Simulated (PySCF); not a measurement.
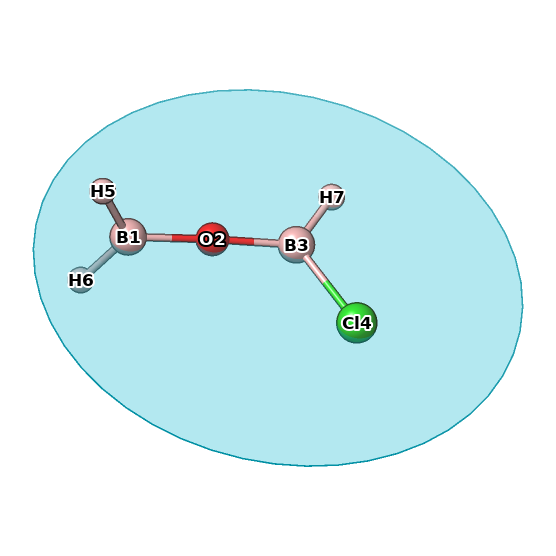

A disc through the centre of mass is drawn in. Atoms fade into the background with distance from the viewer. The computed structure is the end point of a PBE0-D3(BJ)/def2-SVP optimisation. No frequency run is at hand to confirm it as a minimum.

### Is the plane of the disc a mirror plane of the structure?

Yes. The reflection leaves B1, O2, B3, Cl4, H7 in place and moves H5 ↔ H6. The point group is Cs.
